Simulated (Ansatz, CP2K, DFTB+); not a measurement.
# DFTB+ on (11,0) carbon nanotube bundle (132 atoms): settings against a plane-wave reference

Aim: run (11,0) carbon nanotube bundle (132 atoms) in DFTB+ and see how near its forces come to a plane-wave reference, and at what cost.

Method: the method is named at each step, in DFTB+ 25.1.

**1. The starting structure**

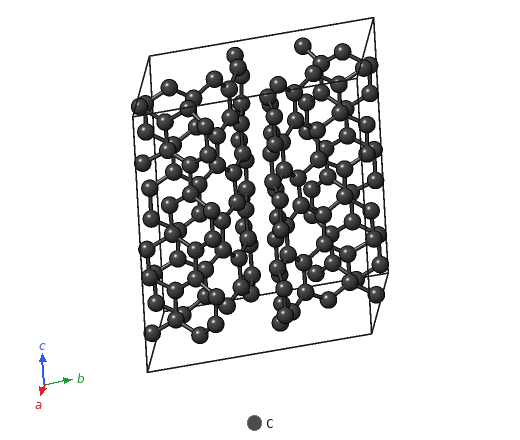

The starting structure, seen from the side, with the c axis up (carbon dark grey). Some periodic images of atoms are drawn too.

The cell holds 132 atoms: 132 C. Its edges and angles: a = 11.913 Å, b = 11.913 Å, c = 12.549 Å, α = 90.0°, β = 90.0°, γ = 120.0°. It derives from C (graphene). Graphene sheet (a = 2.46 Å) rolled into a (11,0) tube of diameter 8.61 Å, 3 periods, hexagonal bundle with 3.3 Å between walls; minimised with a classical potential (one cell length free). Then every atom was moved at random, 0.03 Å r.m.s. a Cartesian component. The structure's axis is c.

The yardstick, on the same geometry:

- method: Kohn-Sham DFT, PBE, PAW, plane waves (Ansatz 0.2.0); cutoff 420 eV, Γ point, fermi-dirac smearing of 0.05 eV; PAW set soft_2
- r.m.s. force component: 2.171 eV/Å
- longest force: 9.358 eV/Å
- pressure: 12.94 GPa
- gap (highest filled to lowest empty level): 0.7885 eV
- SCF cycles: 10
- time: 22 s on 4 threads of Intel Xeon Platinum 8124M at 3.00GHz (Skylake/Cascade Lake), shared host
- CPU time: 80 s

**2. GFN1-xTB**

Method: GFN1-xTB tight binding, diagonalisation.

File dftb_in.hsd:

```
Geometry = GenFormat {
  <<< geo.gen
}
Driver = {}
Hamiltonian = xTB {
  Method = "GFN1-xTB"
  SccTolerance = 1e-06
  MaxSccIterations = 300
  Mixer = Broyden { MixingParameter = 0.05 }
  Filling = Fermi { Temperature [K] = 580 }
  KPointsAndWeights = { 0.0 0.0 0.0 1.0 }
}
Analysis {
  PrintForces = Yes
  MullikenAnalysis = Yes
}
ParserOptions { ParserVersion = 14 }
```

File geo.gen:

```
132 F
C
1 1 0.35658 0.99911 0.11831
2 1 0.40160 0.11799 0.06527
3 1 0.41422 0.22550 0.12571
4 1 0.39534 0.31517 0.06846
5 1 0.40141 0.11020 0.28558
6 1 0.41475 0.23027 0.22880
7 1 0.33744 0.37743 0.11899
8 1 0.25370 0.41125 0.06856
9 1 0.38991 0.31141 0.28730
10 1 0.33944 0.37485 0.23318
11 1 0.15351 0.41227 0.11716
12 1 0.03694 0.37681 0.06478
13 1 0.25640 0.41268 0.28512
14 1 0.15209 0.40973 0.23687
15 1 0.92081 0.30704 0.12276
16 1 0.81276 0.22488 0.06683
17 1 0.04139 0.37723 0.28447
18 1 0.92207 0.31694 0.22903
19 1 0.71155 0.11386 0.12020
20 1 0.63954 0.99895 0.06742
21 1 0.80698 0.22085 0.28728
22 1 0.71299 0.11893 0.23440
23 1 0.59374 0.88167 0.12310
24 1 0.58959 0.78161 0.06810
25 1 0.64141 0.00221 0.28567
26 1 0.59727 0.87898 0.23478
27 1 0.60745 0.68440 0.11689
28 1 0.66774 0.62442 0.06349
29 1 0.58311 0.77853 0.28654
30 1 0.60926 0.68317 0.23359
31 1 0.74175 0.58799 0.11854
32 1 0.84695 0.58614 0.06870
33 1 0.66134 0.62102 0.28690
34 1 0.74386 0.58587 0.23267
35 1 0.96079 0.62012 0.12038
36 1 0.08300 0.68821 0.06528
37 1 0.84989 0.58797 0.28390
38 1 0.96220 0.62113 0.22479
39 1 0.19389 0.77506 0.11894
40 1 0.28723 0.88210 0.06029
41 1 0.07942 0.68617 0.29259
42 1 0.19081 0.77359 0.23169
43 1 0.28882 0.88070 0.28762
44 1 0.36081 0.99793 0.23566
45 1 0.36752 0.99995 0.44998
46 1 0.40586 0.12007 0.39486
47 1 0.41541 0.22022 0.44851
48 1 0.39282 0.31578 0.40146
49 1 0.40087 0.11390 0.62463
50 1 0.41657 0.22246 0.56300
51 1 0.33521 0.38036 0.44990
52 1 0.25653 0.40949 0.39821
53 1 0.38854 0.30726 0.61870
54 1 0.33276 0.37203 0.56630
55 1 0.15533 0.41029 0.45445
56 1 0.03700 0.37593 0.39752
[... 76 atom lines left out ...]
0.0 0.0 0.0
11.91347 0.00000 0.00000
-5.95673 10.31736 0.00000
0.00000 0.00000 12.54944
```

The run is started by

```sh
$ OMP_NUM_THREADS=1 dftb+ > output.txt
```

What it wrote:

```text
Reading input file 'dftb_in.hsd'
Parser version: 14
--------------------------------------------------------------------------------
Processed input in HSD format written to 'dftb_pin.hsd'
Starting initialization...
--------------------------------------------------------------------------------
WARNING!
-> Dipole printed for extended system : value printed is not well defined
Mode:                        Static calculation
Self consistent charges:     Yes
SCC-tolerance:                 0.100000E-05
Max. scc iterations:                    300
Shell resolved Hubbard:      Yes
Spin polarisation:           No
Nr. of up electrons:           264.000000
Nr. of down electrons:         264.000000
Periodic boundaries:         Yes
Electronic solver:           Relatively robust
Mixer:                       Broyden mixer
Mixing parameter:                  0.050000
Nr. of chrg. vec. in memory:            300
Max. SCC-cycles:                        300
tblite library version:      0.3.0
-> parametrization:          GFN1-xTB
-> repulsion:                Yes
-> dispersion:               Yes
-> halogen bonding:          Yes
-> electrostatics:           Yes
   -> isotropic:             Yes
   -> anisotropic:           No
   -> third-order:           Yes
Electronic temperature:              0.183675E-02 H      0.499806E-01 eV
Initial charges:             Set automatically (system chrg:   0.000E+00)
Included shells:             C:  s, p
K-points and weights:           1:  0.000000  0.000000  0.000000     1.000000
K-points in absolute space:     1:  0.000000  0.000000  0.000000
Extra options:
                             Mulliken analysis
                             Force calculation
Force type                   original
--------------------------------------------------------------------------------
***  Geometry step: 0
 iSCC Total electronic   Diff electronic      SCC error
    1   -0.28543411E+03    0.00000000E+00    0.97088585E+00
    2   -0.28543540E+03   -0.28543411E+03    0.92128152E+00
    3   -0.28542347E+03   -0.12957908E-02    0.74515315E-01
    4   -0.28543026E+03    0.11931731E-01    0.58730014E-01
    5   -0.28543778E+03   -0.67871720E-02    0.16340811E-01
    6   -0.28543855E+03   -0.75168246E-02    0.40197520E-02
    7   -0.28543857E+03   -0.77351081E-03    0.29860899E-02
    8   -0.28543861E+03   -0.16012612E-04    0.71711119E-03
    9   -0.28543861E+03   -0.41782590E-04    0.15493511E-03
   10   -0.28543861E+03   -0.17630206E-05    0.99984700E-04
   11   -0.28543861E+03   -0.94158281E-08    0.22277839E-04
   12   -0.28543861E+03   -0.35187838E-07    0.10575872E-04
   13   -0.28543861E+03   -0.26952307E-08    0.70457127E-05
   14   -0.28543861E+03   -0.32315484E-09    0.48534328E-05
   15   -0.28543861E+03   -0.33935521E-10    0.27891951E-05
>> Charges saved for restart in charges.bin
   16   -0.28543861E+03    0.60822458E-10    0.86670430E-06
Total Energy:                     -279.7798783449 H        -7613.1978 eV
Extrapolated to 0K:               -279.7799384173 H        -7613.1995 eV
Total Mermin free energy:         -279.7799984896 H        -7613.2011 eV
Force related energy:             -279.7799984896 H        -7613.2011 eV
Volume:                              0.104094E+05 au^3   0.154252E+04 A^3
Pressure:                            0.385511E-03 au     0.113421E+11 Pa
```

detailed.out:

```text
Fermi distribution function
Calculation with static geometry
********************************************************************************
 iSCC Total electronic   Diff electronic      SCC error
   16   -0.28543861E+03    0.60822458E-10    0.86670430E-06
********************************************************************************
 Total charge:     0.00000000
 Atomic gross charges (e)
 Atom           Charge
    1      -0.01327646
    2       0.00089751
    3       0.01181531
    4      -0.00349819
    5      -0.00729844
    6      -0.00007250
    7      -0.00409303
    8       0.01018898
    9       0.00646814
   10      -0.00356102
   11      -0.00425532
   12      -0.00223849
[...]
128       0.00600594
  129       0.00309016
  130       0.00309101
  131      -0.00225825
  132       0.00640242
Fermi level:                        -0.3662649199 H           -9.9666 eV
Band energy:                      -301.7454151780 H        -8210.9105 eV
TS:                                  0.0001201447 H            0.0033 eV
Band free energy (E-TS):          -301.7455353227 H        -8210.9138 eV
Extrapolated E(0K):               -301.7454752504 H        -8210.9121 eV
Input / Output electrons (q):    528.0000000000    528.0000000000
Energy H0:                        -285.4607498649 H        -7767.7822 eV
Energy SCC:                          0.0221397760 H            0.6025 eV
Total Electronic energy:          -285.4386100889 H        -7767.1798 eV
Repulsive energy:                    6.0368900985 H          164.2721 eV
Halogen correction energy:           0.0000000000 H            0.0000 eV
Total energy:                     -279.7798783449 H        -7613.1978 eV
Extrapolated to 0:                -279.7799384173 H        -7613.1995 eV
Total Mermin free energy:         -279.7799984896 H        -7613.2011 eV
Force related energy:             -279.7799984896 H        -7613.2011 eV
Non-constrained calculation
SCC converged
Total Forces
    1      0.009599437981      0.001063748040      0.025234232691
    2      0.013649306438     -0.016831242781      0.036615824999
    3      0.011383214832     -0.002414591226     -0.106950868837
    4     -0.024696344560      0.020415804559     -0.037891947198
    5     -0.021317980556      0.101641564989     -0.007294595692
    6      0.055621606340     -0.085282244134      0.099335342344
    7      0.014027635935      0.000702245460      0.046795153259
    8      0.043981675206      0.005982636437     -0.061830027216
    9      0.000387498343      0.022863476270      0.045900830376
   10     -0.054977627960      0.035177579336     -0.035085003897
   11     -0.030257688227      0.000409805289      0.077204646652
[...]
128      0.002970911081      0.001029927646      0.082405277200
  129      0.030251732461      0.008808697037      0.025205396708
  130      0.012701377750     -0.008116770612     -0.036015484525
  131      0.007399436439      0.027120532159     -0.018487335937
  132      0.011741784221     -0.048353243626     -0.000477319000
Total stress tensor
      0.000279979326      0.000006732542      0.000000792643
      0.000006732542      0.000233363931      0.000021800966
      0.000000792643      0.000021800966      0.000643190291
Total lattice derivs
     -0.131251577653     -0.065409434875     -0.006186262928
     -0.003594507143     -0.124593109959     -0.011639545543
     -0.000347922113     -0.009569302025     -0.282321538186
Maximal derivative component:        0.177280E+00 au
Volume:                              0.104094E+05 au^3
Pressure:                            0.385511E-03 au     0.113421E+11 Pa
Warning: dipole moment is not defined absolutely!
Dipole moment:    0.22526039   -0.29576956   -0.48238841 au
Dipole moment:    0.57255485   -0.75177129   -1.22610914 Debye
```

Wall time 4.1 s (1 thread of Intel Xeon Platinum 8124M at 3.00GHz (Skylake/Cascade Lake), shared host); peak memory 0.13 GiB.

Banners, paths, timers and routine set-up lines are dropped from the logs unmarked, and long logs keep their key lines alone; longer cuts are marked.

Compared with the plane-wave run:

- r.m.s. force component: 2.14 eV/Å
- r.m.s. difference of force components: 109 meV/Å
- longest difference of force vectors: 424.1 meV/Å
- force difference over r.m.s. force: 5.022 %
- slope of forces against the reference's: 0.9848
- correlation of force components: 0.9988
- gap (highest filled to lowest empty level): 0.6593 eV
- gap difference: -0.1292 eV
- pressure: 11.34 GPa
- pressure difference: -1.594 GPa

Levels nearest the highest filled one (eV from it): -1.41, -1.38, -1.35, -1.28, -1.25, -1.22, -1.16, -1.09, -0.45, -0.30, -0.04, 0.00, 0.66, 0.68, 0.96, 1.01, 1.49, 1.61, 1.75, 1.81, 1.97, 2.08, 2.14, 2.29.

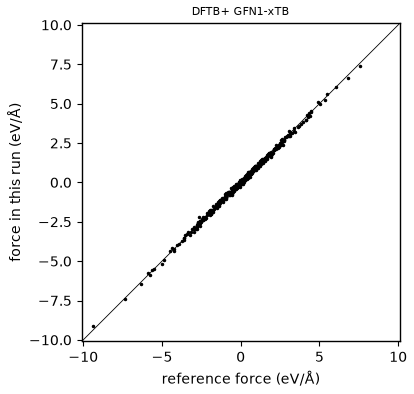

Force components against those of the reference; the line marks equality.

A closer look about C35, picked at random: 10 atoms, nearest first, numbered in the order of the input, with positions taken from that point.

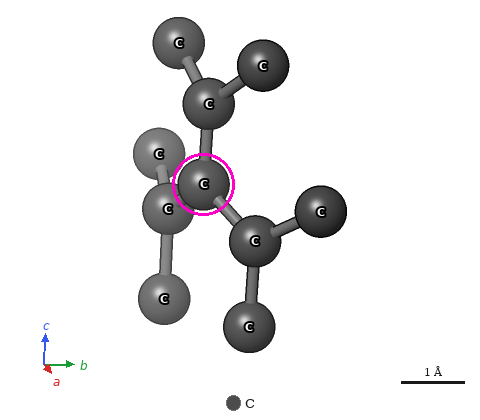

The atoms of the table, within 2.5 Å (arrows a, b, c point along x, y, z); some may hide others; the central atom is ringed.

| atom | x | y | z | distance (Å) | bonds | Mulliken charge (e) | Fx | Fy | Fz (eV/Å) |
| --- | --- | --- | --- | --- | --- | --- | --- | --- | --- |
| C35 | 0.00 | 0.00 | 0.00 | 0.00 | 3 | 0.01 | 2.06 | 0.68 | -2.98 |
| C38 | 0.01 | 0.01 | 1.31 | 1.31 | 3 | 0.00 | 1.00 | 0.24 | 6.61 |
| C32 | -1.15 | -0.35 | -0.65 | 1.37 | 3 | 0.00 | -1.78 | -0.38 | -4.00 |
| C36 | 1.05 | 0.70 | -0.69 | 1.44 | 3 | 0.00 | -1.12 | -1.30 | -0.46 |
| C37 | -1.13 | -0.33 | 2.05 | 2.37 | 3 | 0.00 | -1.56 | -0.58 | 0.69 |
| C129 | 1.00 | 0.69 | -2.09 | 2.42 | 3 | 0.00 | 1.56 | 0.45 | 1.30 |
| C31 | -2.42 | -0.33 | -0.02 | 2.44 | 3 | 0.00 | 2.67 | -0.82 | 2.61 |
| C125 | -1.18 | -0.33 | -2.12 | 2.45 | 3 | -0.01 | 1.79 | -0.37 | 3.01 |
| C39 | 1.85 | 1.60 | -0.02 | 2.45 | 3 | 0.00 | -0.15 | -0.46 | 1.03 |
| C41 | 1.02 | 0.68 | 2.16 | 2.48 | 3 | 0.00 | 0.01 | -0.40 | -9.12 |

Forces lie 5.0 % from the reference's, at 0.051 times its CPU time (on 1 against 4 cores).

**3. DFTB 3ob-3-1**

Method: third-order SCC-DFTB tight binding, 3ob-3-1 parameters, diagonalisation.

The folder slako/ holds the set 3ob-3-1.

Edit dftb_in.hsd of step 2 so:

```diff
@@ -4,4 +4,17 @@
 Driver = {}
-Hamiltonian = xTB {
-  Method = "GFN1-xTB"
+Hamiltonian = DFTB {
+  Scc = Yes
+  SlaterKosterFiles = Type2FileNames {
+    Prefix = "slako/"
+    Separator = "-"
+    Suffix = ".skf"
+  }
+  MaxAngularMomentum {
+    C = "p"
+  }
+  ThirdOrderFull = Yes
+  HCorrection = Damping { Exponent = 4.0 }
+  HubbardDerivs {
+    C = -0.1492
+  }
   SccTolerance = 1e-06
```

geo.gen is that of step 2.

The run is started by

```sh
$ OMP_NUM_THREADS=1 dftb+ > output.txt
```

What it wrote:

```text
Reading input file 'dftb_in.hsd'
Parser version: 14
--------------------------------------------------------------------------------
Reading SK-files:
./slako/C-C.skf
Done.
[... lines left out ...]
WARNING!
[... lines left out ...]
 iSCC Total electronic   Diff electronic      SCC error
[... lines left out ...]
   16   -0.23119734E+03   -0.19525714E-10    0.81291185E-06
Total Energy:                     -225.6067536262 H        -6139.0721 eV
Extrapolated to 0K:               -225.6067899297 H        -6139.0731 eV
Total Mermin free energy:         -225.6068262332 H        -6139.0741 eV
Force related energy:             -225.6068262332 H        -6139.0741 eV
Volume:                              0.104094E+05 au^3   0.154252E+04 A^3
Pressure:                            0.617029E-03 au     0.181536E+11 Pa
```

detailed.out:

```text
Fermi distribution function
Calculation with static geometry
********************************************************************************
 iSCC Total electronic   Diff electronic      SCC error
[... lines left out ...]
Fermi level:                        -0.1575873932 H           -4.2882 eV
[... lines left out ...]
Band free energy (E-TS):          -231.2330184315 H        -6292.1706 eV
[... lines left out ...]
Total energy:                     -225.6067536262 H        -6139.0721 eV
[... lines left out ...]
Total Mermin free energy:         -225.6068262332 H        -6139.0741 eV
[... lines left out ...]
SCC converged
Total Forces
[... lines left out ...]
     -0.003334731936     -0.222587158580     -0.014331302340
     -0.001082133319     -0.011782294707     -0.421281035801
Maximal derivative component:        0.221662E+00 au
Volume:                              0.104094E+05 au^3
Pressure:                            0.617029E-03 au     0.181536E+11 Pa
Warning: dipole moment is not defined absolutely!
Dipole moment:    0.53596194   -0.64772864   -1.09910244 au
Dipole moment:    1.36227948   -1.64636212   -2.79363996 Debye
```

Wall time 1.7 s (1 thread); peak memory 0.13 GiB.

Numbers from this run, and their distance from the reference:

| Property | Result |
| --- | --- |
| r.m.s. force component | 2.676 eV/Å |
| r.m.s. difference of force components | 521.5 meV/Å |
| longest difference of force vectors | 2054 meV/Å |
| force difference over r.m.s. force | 24.02 % |
| slope of forces against the reference's | 1.231 |
| correlation of force components | 0.9985 |
| gap (highest filled to lowest empty level) | 0.7126 eV |
| gap difference | -0.0759 eV |
| pressure | 18.15 GPa |
| pressure difference | 5.218 GPa |

Against the first run (5.0 %), the force difference from the reference is 24 %, at 0.41 times the CPU time.

(Part 1 of 2 ends here.)

[Also dropped from logs without a mark: logging warnings of Python, and SIESTA's first energy breakdown and zero terms.]

[Logs are printed without paths, hosts, clocks, repeated set-up lines and the standing remarks that a program may print on its own settings, such as how far it seeks lower states.]

[Hosts, paths, dates, database ids (printed as entryN), source tags and the programs' standing remarks are cut or masked in the printed files.]
